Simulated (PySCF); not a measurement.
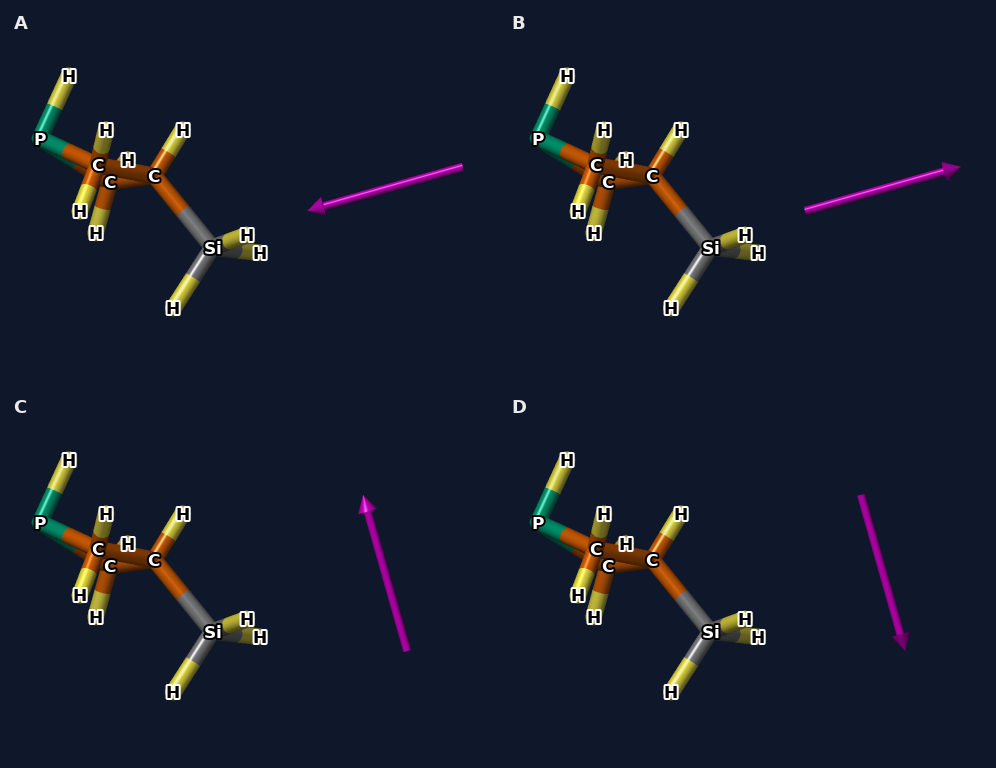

The same molecule four times, each with an arrow. The computed structure is the end point of a GFN2-xTB optimisation. No frequency run is at hand to confirm it as a minimum. Method: PBE0/def2-SVPD, gas phase (PySCF 2.14.0).

Which arrow points along the dipole moment, from the negative to the positive end?

B. The dipole moment is 0.98 D.

The geometry is semi-empirical. Around P, Si such bond lengths and angles can be off by a tenth of an ångström or more and by several degrees, and values that hang on the shape move with them.
